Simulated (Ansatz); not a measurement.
Single-point calculation, with input and output: CuF

- system: CuF, SMILES [F][Cu]
- method: RKS PBE0-DH/cc-pVTZ-DK (Ansatz 0.2.0)

Some settings of this run were made unusual or wrong on purpose. The geometry comes from this level: PBE0-D4/def2-TZVP. Figures and captions count atoms from 1; the log counts them from 0 in places.

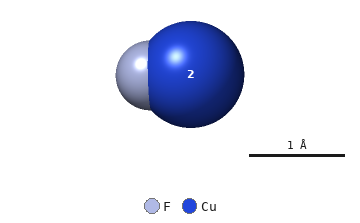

The input geometry (ball-and-stick view, seen at a tilt; atoms are numbered from 1 in the order of the input). Sticks mark near contacts. Bond lengths as drawn: Cu–F 0.42 Å.

**The input**
```yaml
crystal:
  periodic: [false, false, false]
  atoms:
    - {symbol: F, position_ang: [-0.700787, 0.620190, -0.421982]}
    - {symbol: Cu, position_ang: [-1.000787, 0.320190, -0.421982]}
basis:
  gaussian: {orbitals: cc-pVTZ-DK}
hamiltonian: {xc: {name: PBE0-DH}}
output: {forces: true}
```

Run as:
```bash
ansatz run in.yaml --threads 4 --pin off --events-out ev --progress --plain --max-ram 10444MiB
```

**What the program printed**
```
Functional definition: PBE0-DH
  name "PBE0-DH"
  cite "Brémond & Adamo, J. Chem. Phys. 135, 024106 (2011) doi:10.1063/1.3604569"
  cite "Perdew, Burke & Ernzerhof, Phys. Rev. Lett. 77, 3865 (1996) doi:10.1103/PhysRevLett.77.3865"
  parameter a = 1/2
  parameter c = 1/8
  exchange = (1 - a)*pbe_x + a*exact_x
  correlation = (1 - c)*pbe_c + c*(mp2_os + mp2_ss)
671 factors; integrals over basis functions are off by at most 1.3e-3 eV
mean field evaluation 1: about -46886.9087 eV, gradient 1.4e2 eV
mean field evaluation 2: about -46887.9558 eV, gradient 1.4e2 eV
mean field evaluation 4: about -46895.2610 eV, gradient 1.8e1 eV
mean field evaluation 8: about -46895.5010 eV, gradient 4.6e-1 eV
mean field evaluation 16: about -46895.5011 eV, gradient 5.7e-6 eV
mean field -46895.50113387 eV, -1723.3778797573 hartree, gradient 7.7e-6 eV, S^2 0.000000; 0 other end points of the search recorded, 0 dependent functions left out
6 core orbitals not correlated: weight in the atoms' cores, before any rotation towards them, 0.996 or more for the frozen orbitals, at most 0.002 for the correlated occupied ones
reference -46895.50115061 eV, -1723.3778803726 hartree; 13, 13 occupied and 79, 79 virtual orbitals, 671 factors
second order -28.95111529 eV of doubles, -0.00000000 eV of singles
the calculation of the forces begins
Total energy: -46899.12004002 eV, -1723.5108721056 hartree
Relativity: scalar
Atom 0 at    -0.700787     0.620190    -0.421982 Å, force  4310.991562  4310.991562     0.000000 eV/Å
Atom 1 at    -1.000787     0.320190    -0.421982 Å, force -4310.991562 -4310.991562    -0.000000 eV/Å
Dipole moment:     0.109326     0.109326     0.000000 e Å
```

**What the run reported**

```csv
quantity,value
outcome,converged
total energy,−46899.1200 eV
mean-field energy,−46895.5012 eV
SCF solution under orbital rotations,stable
largest force (length of the vector),6096.663 eV/Å
dipole moment,0.74 D
hardware,"4 threads of AMD EPYC, 15 GiB of memory available, shared host"
wall time,1.8 s (CPU time 6 s)
peak memory,0.2 GiB
```

**What went wrong**

A setting was made wrong on purpose: two atoms are placed far too close. The program still converged, but the numbers can't be taken as results for the intended system.
